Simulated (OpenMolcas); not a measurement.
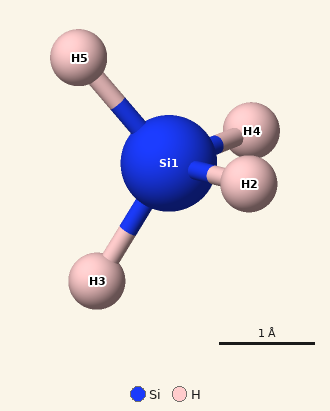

Fig. 1: The input geometry (ball-and-stick view, seen at a tilt; atoms are numbered from 1 in the order of the input).

## Single-point calculation of SiH4 (part 1 of 2)

System: SiH4, multiplicity 3.
Method: ROMP2/STO-3G, ROHF (OpenMolcas 26.06).

The geometry is that of the parent species in another charge or spin state. The geometry comes from this level: PBE0-D4/def2-TZVP.

Input:
```
* H4Si ROMP2

&GATEWAY
 BasLib=$CurrDir
 Coord
 5
 angstrom
 Si       0.000000       0.000000      -0.000100
 H        0.967600      -0.688400       0.890900
 H       -1.331000       0.044900       0.656000
 H       -0.105100      -0.740300      -1.282600
 H        0.468500       1.383800      -0.264200
 Basis=STO-3G
 Group=NoSym

&SEWARD

&SCF
 UHF
 Spin=3
 Thresholds=1e-10 1e-07 1e-07 1e-05
 PrOrbitals=1 1

&RASSCF
 FileOrb=$Project.UnaOrb
 Spin=3
 Nactel=2 0 0
 Inactive=8
 Ras2=2
 OutOrbitals=Canonical
 OrbListing=Nothing

&CASPT2
 IPEA=0.0
 Frozen=5
```

Run as:
```bash
export MOLCAS_MEM=1860
pymolcas run.input > run.log
```

The program's output:
```
--- Start Module: gateway ---

                                              &GATEWAY

                       available to each process: 1.9 GB of memory, 1 thread

 Basis Set     1 Label: SI.STO-3G
 Basis set is read from library:.
 basistype.tbl is not found

 Basis Set     2 Label: H.STO-3G
 Basis set is read from library:.
 basistype.tbl is not found

++    Symmetry information:
      ---------------------

                    Character Table for C1

                             E
                    a        1  x, y, xy, Rz, z, xz, Ry, yz, Rx, I
--

++    Basis set information:
      ----------------------

      Basis set label: SI.STO-3G.........

      Electronic valence basis set:
      ------------------
      Associated Effective Charge  14.000000 au
      Associated Actual Charge     14.000000 au
      Nuclear Model: Point charge

      Shell  nPrim  nBasis  Cartesian Spherical Contaminant
         s       9       3        X
         p       6       2        X

      Basis set label: H.STO-3G.........

      Electronic valence basis set:
      ------------------
      Associated Effective Charge   1.000000 au
      Associated Actual Charge      1.000000 au
      Nuclear Model: Point charge

      Shell  nPrim  nBasis  Cartesian Spherical Contaminant
         s       3       1        X
--

++    Molecular structure info:
      -------------------------

                    ************************************************
                    **** Cartesian Coordinates / bohr, angstrom ****
                    ************************************************

     Center  Label                x              y              z                     x              y              z
        1      SI1              0.000000       0.000000      -0.000189              0.000000       0.000000      -0.000100
        2      H2               1.828499      -1.300887       1.683557              0.967600      -0.688400       0.890900
        3      H3              -2.515225       0.084849       1.239660             -1.331000       0.044900       0.656000
        4      H4              -0.198610      -1.398964      -2.423763             -0.105100      -0.740300      -1.282600
        5      H5               0.885337       2.615003      -0.499266              0.468500       1.383800      -0.264200

                    ***************************************
                    *    InterNuclear Distances / bohr    *
                    ***************************************

               1 SI1           2 H2            3 H3            4 H4            5 H5
    1 SI1      0.000000
    2 H2       2.805480        0.000000
    3 H3       2.805492        4.580966        0.000000
    4 H4       2.805398        4.581361        4.581384        0.000000
    5 H5       2.805555        4.581317        4.581415        4.581546        0.000000

                    *******************************************
                    *    InterNuclear Distances / angstrom    *
                    *******************************************

               1 SI1           2 H2            3 H3            4 H4            5 H5
    1 SI1      0.000000
    2 H2       1.484596        0.000000
    3 H3       1.484602        2.424143        0.000000
    4 H4       1.484553        2.424352        2.424364        0.000000
    5 H5       1.484636        2.424329        2.424381        2.424450        0.000000

                    **************************************
                    *    Valence Bond Angles / degree    *
                    **************************************
                          Atom centers                 Phi
                      2 H2       1 SI1      3 H3       109.46
                      2 H2       1 SI1      4 H4       109.47
                      2 H2       1 SI1      5 H5       109.47
                      3 H3       1 SI1      4 H4       109.48
                      3 H3       1 SI1      5 H5       109.47
                      4 H4       1 SI1      5 H5       109.48
--

            Nuclear Potential Energy             21.27058826 au

--- Stop Module: gateway /rc=_RC_ALL_IS_WELL_ ---

--- Start Module: seward ---

                                              &SEWARD

                       available to each process: 1.9 GB of memory, 1 thread

               SEWARD will generate:
                  Multipole Moment integrals up to order  2
                  Kinetic Energy integrals
                  Nuclear Attraction integrals (point charge)
                  One-Electron Hamiltonian integrals
                  Velocity integrals
                  Orbital angular momentum around (  0.0000   0.0000  -0.0002 )
                  Velocity quadrupole around (  0.0000   0.0000  -0.0002 )
                  Two-Electron Repulsion integrals

                   Integrals are discarded if absolute value <: 1.00E-14
                   Integral cutoff threshold is set to       <: 1.00E-16

            Nuclear Potential Energy             21.27058826 au

      Basis set specifications :
      Symmetry species         a
      Basis functions           13

--- Stop Module: seward /rc=_RC_ALL_IS_WELL_ ---

--- Start Module: scf ---

                                                &SCF

                       available to each process: 1.9 GB of memory, 1 thread

++    Input section:
      --------------

      Header of the integral files:

      Cartesian coordinates in angstrom:
      -----------------------------------------------------
      No.  Label        X            Y            Z
      -----------------------------------------------------
       1   SI1        0.00000000   0.00000000  -0.00010000
       2   H2         0.96760000  -0.68840000   0.89090000
       3   H3        -1.33100000   0.04490000   0.65600000
       4   H4        -0.10510000  -0.74030000  -1.28260000
       5   H5         0.46850000   1.38380000  -0.26420000
      -----------------------------------------------------
      Nuclear repulsion energy =   21.27058826
--

++    Orbital specifications:
      -----------------------

      Symmetry species               1
                                     a
      Frozen orbitals                0
      Start temperature = 0.500
      End temperature   = 0.010
      Temperature Factor= 0.460
      Deleted orbitals               0
      Total number of orbitals      13
      Number of basis functions     13
--

      Molecular charge                           0.000

++    Optimization specifications:
      ----------------------------

      SCF Algorithm: Conventional USCF
      D(i)-D(i-1) density differences are used
      Number of density matrices in core                 5
      Maximum number of NDDO SCF iterations            400
      Maximum number of HF SCF iterations              400
      Threshold for SCF energy change             1.00E-10
      Threshold for density matrix                1.00E-07
      Threshold for Fock matrix                   1.00E-07
      Threshold for linear dependence             1.00E-09
      Threshold at which DIIS is turned on        1.50E-01
      Maximum depth in the DIIS procedure                5
      Maximum depth in the BFGS Hessian update          30
      Threshold at which QNR/C2DIIS is turned on  7.50E-02
      Threshold for Norm(delta) (QNR/C2DIIS)      1.00E-05
      All orbitals punched on: UHFORB
--

      Input vectors read from INPORB
      Orbital file label: *Guess orbitals

++ Convergence information
                               UHF SCF        iterations: Energy and convergence statistics

Iter     Tot. SCF        One-elec.       Two-elec.     Energy      Max Dij or  Max Fij      DNorm      TNorm      AccCon     Time
         Energy          Energy          Energy        Change      Delta Norm                                                in Sec.
   1  -285.311171112  -443.113723837   136.531964461   0.00E+00    5.93E-02*   3.01E-01*    7.16E+00   5.56E+01   None         0.
   2  -286.515963173  -442.650270588   134.863719151  -1.20E+00*   2.83E-02*   2.11E-02*    2.63E+00   5.52E+01   EDIIS        0.
   3  -287.098389288  -442.742209196   134.373231643  -5.82E-01*   2.12E-02*   1.35E-02*    1.18E+00   5.52E+01   EDIIS        0.
   4  -287.148210758  -442.690628298   134.271829276  -4.98E-02*   1.96E-02*   1.16E-02*    1.46E+00   5.51E+01   EDIIS        0.
   5  -287.245618099  -442.398829306   133.882622942  -9.74E-02*   2.80E-02*   1.67E-02*    2.52E+00   5.51E+01   EDIIS        0.
   6  -287.256351249  -442.425483579   133.898544065  -1.07E-02*   2.02E-02*   9.57E-03*    1.92E-01   5.51E+01   EDIIS        0.
   7  -287.258521503  -442.427341883   133.898232115  -2.17E-03*   3.93E-02*   1.04E-02*    1.41E-01   5.51E+01   EDIIS        0.
   8  -287.355885537  -442.440083870   133.813610068  -9.74E-02*   3.79E-01*   7.32E-02*    1.02E+00   5.51E+01   EDIIS        0.
   9  -287.386230742  -442.648907420   133.992088414  -3.03E-02*   2.94E-01*   5.34E-02*    1.53E+00   5.51E+01   EDIIS        0.
  10  -287.407609693  -442.644724645   133.966526688  -2.14E-02*   2.63E-01*   5.27E-02*    1.16E+00   5.51E+01   EDIIS        0.
  11  -287.425878811  -442.678499145   133.982032069  -1.83E-02*   2.14E-01*   4.66E-02*    1.01E+00   5.51E+01   EDIIS        0.
  12  -287.438624332  -442.710084739   134.000872143  -1.27E-02*   1.61E-01*   3.72E-02*    8.14E-01   5.52E+01   EDIIS        0.
  13  -287.446216759  -442.736856406   134.020051383  -7.59E-03*   1.15E-01*   2.76E-02*    6.06E-01   5.52E+01   EDIIS        0.

       Fermi aufbau procedure completed!
      nOcc(alpha)=   10
      nOcc(beta) =    8

  14  -287.450390813  -442.759148691   134.038169613  -4.17E-03*   3.57E-02*   8.16E-02*    4.31E-01   5.52E+01   c2DIIS       0.
  15  -287.454981767  -442.811455616   134.085885584  -4.59E-03*   3.09E-02*   7.13E-03*    3.56E-01   5.52E+01   QNRc2DIIS    0.
  16  -287.455224296  -442.836746006   134.110933445  -2.43E-04*   2.32E-02*   2.66E-03*    7.92E-02   5.52E+01   QNRc2DIIS    0.
  17  -287.455278904  -442.833809952   134.107942784  -5.46E-05*   2.40E-03*   3.15E-04*    6.62E-02   5.52E+01   QNRc2DIIS    0.
  18  -287.455279833  -442.832448466   134.106580368  -9.30E-07*   1.47E-03*   1.52E-04*    7.67E-03   5.52E+01   QNRc2DIIS    0.
  19  -287.455280020  -442.832160312   134.106292027  -1.87E-07*   1.55E-04*   2.94E-05*    3.95E-03   5.52E+01   QNRc2DIIS    0.
  20  -287.455280024  -442.832202222   134.106333934  -3.42E-09*   3.99E-05*   5.74E-06*    2.70E-04   5.52E+01   QNRc2DIIS    0.
  21  -287.455280024  -442.832205767   134.106337478  -2.82E-10*   4.85E-05*   2.79E-06*    9.70E-05   5.52E+01   QNRc2DIIS    0.
  22  -287.455280024  -442.832216796   134.106348507  -1.35E-10*   4.27E-06    4.82E-07*    1.34E-04   5.52E+01   QNRc2DIIS    0.
  23  -287.455280024  -442.832218820   134.106350531  -2.16E-12    7.67E-07    1.01E-07*    1.12E-05   5.52E+01   QNRc2DIIS    0.
  24  -287.455280024  -442.832218655   134.106350366  -2.27E-13    6.96E-07    5.16E-08     2.36E-06   5.52E+01   QNRc2DIIS    0.

       Convergence after  24 Iterations
--

 *****************************************************************************************************************************
 *                                             SCF/KS-DFT Program, Final results                                             *
 *                                                       Final Results                                                       *
 *****************************************************************************************************************************

::    Total SCF energy                               -287.4552800241
      One-electron energy                            -442.8322186545
      Two-electron energy                             134.1063503657
      Nuclear repulsion energy                         21.2705882647
      Kinetic energy (interpolated)                   284.8190953012
      Virial theorem                                    1.0092556460
      Total spin, S(S+1)                                2.0020438996
      Total spin, S                                     1.0006811452
      Max non-diagonal density matrix element           0.0000005108
      Max non-diagonal Fock matrix element              0.0000000763

      All orbitals with orbital energies smaller than  E(LUMO)+0.5 are printed

++    Molecular orbitals:
      -------------------

      Title: UHF orbitals (alpha)

      Molecular orbitals for symmetry species 1: a

          Orbital            1         2         3         4         5         6         7         8         9        10
          Energy          -67.9028   -5.9090   -3.9489   -3.9246   -3.9246   -0.7521   -0.5574   -0.4137   -0.4136    0.0329
          Occ. No.          1.0000    1.0000    1.0000    1.0000    1.0000    1.0000    1.0000    1.0000    1.0000    1.0000

          Orbital           11        12        13
          Energy            0.5376    0.5391    0.5392
          Occ. No.          0.0000    0.0000    0.0000

--

      All orbitals with orbital energies smaller than  E(LUMO)+0.5 are printed

++    Molecular orbitals:
      -------------------

      Title: UHF orbitals (beta)

      Molecular orbitals for symmetry species 1: a

          Orbital            1         2         3         4         5         6         7         8         9        10
          Energy          -67.8910   -5.8879   -3.9150   -3.9150   -3.9003   -0.6117   -0.3925   -0.3925    0.0720    0.5574
          Occ. No.          1.0000    1.0000    1.0000    1.0000    1.0000    1.0000    1.0000    1.0000    0.0000    0.0000

--

++    Molecular charges:
      ------------------

      Mulliken charges per centre and basis function type
      ---------------------------------------------------

                            SI1                     H2                      H3                      H4                      H5
                     alpha        beta       alpha        beta       alpha        beta       alpha        beta       alpha        beta
      1s           2.7598      2.5511      0.5801      0.5774      0.5801      0.5774      0.5802      0.5773      0.9987      0.0067
      2px          1.4156      1.3139      0.0000      0.0000      0.0000      0.0000      0.0000      0.0000      0.0000      0.0000
      2pz          1.3911      1.3363      0.0000      0.0000      0.0000      0.0000      0.0000      0.0000      0.0000      0.0000
      2py          1.6943      1.0600      0.0000      0.0000      0.0000      0.0000      0.0000      0.0000      0.0000      0.0000
      Total        7.2608      6.2613      0.5801      0.5774      0.5801      0.5774      0.5802      0.5773      0.9987      0.0067
      Total             13.5221                  1.1575                  1.1575                  1.1575                  1.0054

      Charge            0.4779                 -0.1575                 -0.1575                 -0.1575                 -0.0054

      Total electronic charge=   18.000000

      Total            charge=   -0.000000
--

++    Molecular orbitals:
      -------------------

      Title: Natural orbitals

      Molecular orbitals for symmetry species 1: a

          Orbital            1         2         3         4         5         6         7         8         9        10
          Energy          -67.8969   -5.8949   -3.9168   -3.9116   -3.9116   -0.6580   -0.4111   -0.4111   -0.2555    0.3362
          Occ. No.          2.0000    2.0000    2.0000    2.0000    2.0000    1.9998    1.9996    1.9996    1.0000    1.0000

          Orbital           11        12        13
          Energy            0.5657    0.5658    0.5502
          Occ. No.          0.0004    0.0004    0.0002

--

++    Molecular properties:
      ---------------------
```
